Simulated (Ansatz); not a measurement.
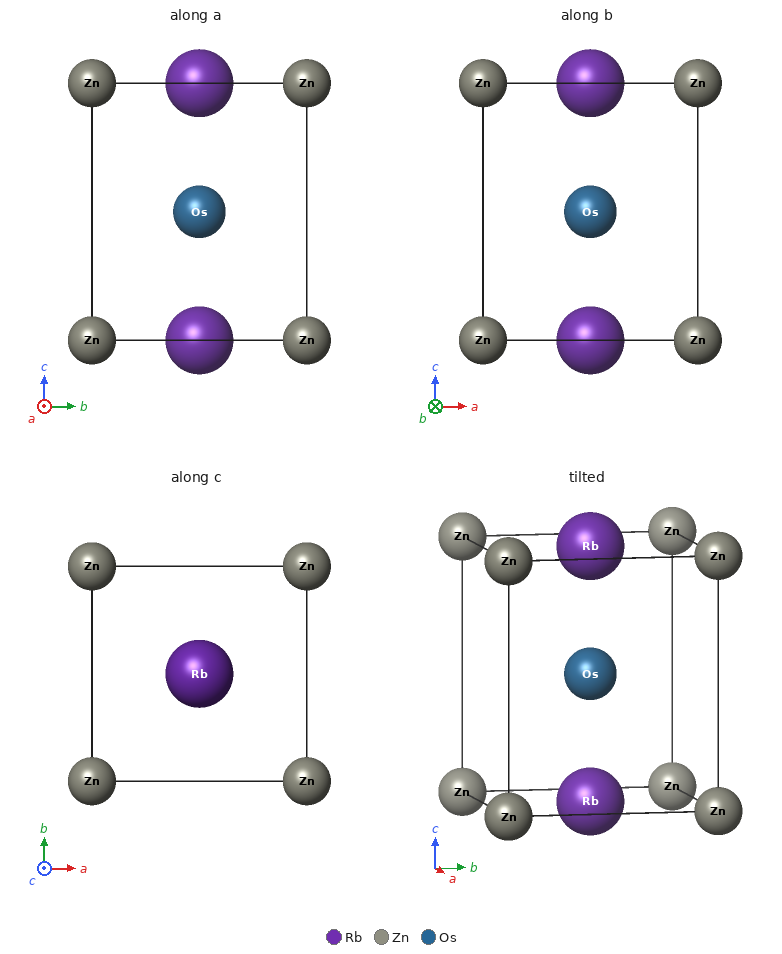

The figure gives a spheres-only picture of the atoms, viewed along the a axis, along the b axis, along the c axis and slightly off an axis. Atoms at the boundary of the conventional unit cell (the box) are drawn once for each face, edge or corner they touch.

Lattice parameters: a = 5.4303 Å, b = 5.4303 Å, c = 6.4981 Å, α = 90.000°, β = 90.000°, γ = 90.000°.

Put the structure into a CIF with its space group and independent sites.

Answer.
```cif
data_structure
_symmetry_space_group_name_H-M 'P 4/m m m'
_symmetry_Int_Tables_number 123
_cell_length_a 5.4303
_cell_length_b 5.4303
_cell_length_c 6.4981
_cell_angle_alpha 90.000
_cell_angle_beta 90.000
_cell_angle_gamma 90.000
_cell_volume 191.62
loop_
_atom_site_label
_atom_site_type_symbol
_atom_site_symmetry_multiplicity
_atom_site_Wyckoff_symbol
_atom_site_fract_x
_atom_site_fract_y
_atom_site_fract_z
_atom_site_occupancy
Rb1 Rb 1 c 0.5000 0.5000 0.0000 1
Zn1 Zn 1 a 0.0000 0.0000 0.0000 1
Os1 Os 1 d 0.5000 0.5000 0.5000 1
```

Its origin is a random cell made by a generator, so it need not be a real form of the compound. It is drawn as it came out of a relaxation with Ansatz 0.2.0, DFT PBE, scalar-relativistic, plane waves, PAW.
